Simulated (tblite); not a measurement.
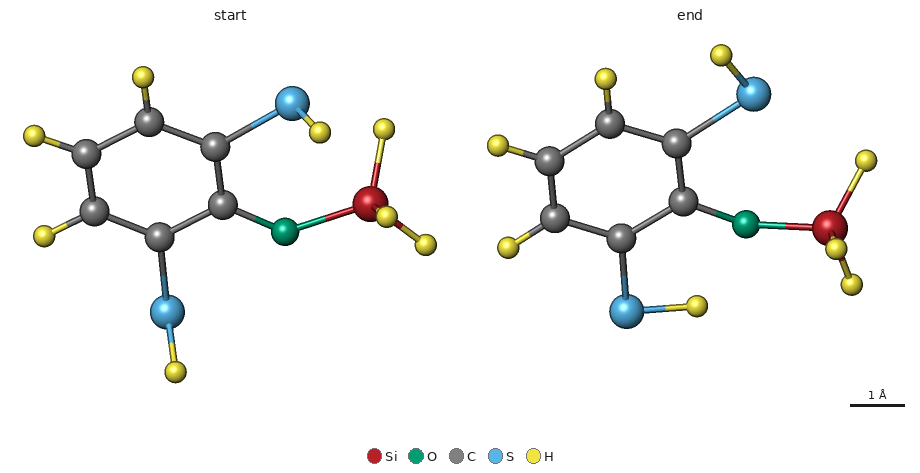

The structure of C₆H₈OS₂Si before (left) and after (right) a relaxation, at one scale.

Style: ball-and-stick. Shown from a free direction.

The calculation used tblite, GFN2-xTB geometry optimisation, gas phase. 

Question: What changed between the two?

Answer: The largest move after the best rigid fit is that of an H atom, 1.92 Å. By element the largest moves are H 1.92 Å, Si 0.46 Å, C 0.25 Å, S 0.22 Å, O 0.14 Å. Among the contacts that change: S–Si 2.844 → 3.195 Å, O–Si 1.722 → 1.632 Å, H–S 1.419 → 1.330 Å, H–S 1.399 → 1.334 Å. Among the angles between lasting bonds that change: C–S–H 114.8° → 95.1°, O–Si–H 112.6° → 97.5°, Si–O–C 128.2° → 138.5°. Groups turn about C–S by about 90°, C–S by about 80°, C–O by about 30°. Over 162 geometry steps the energy falls by 27.8 kcal/mol.
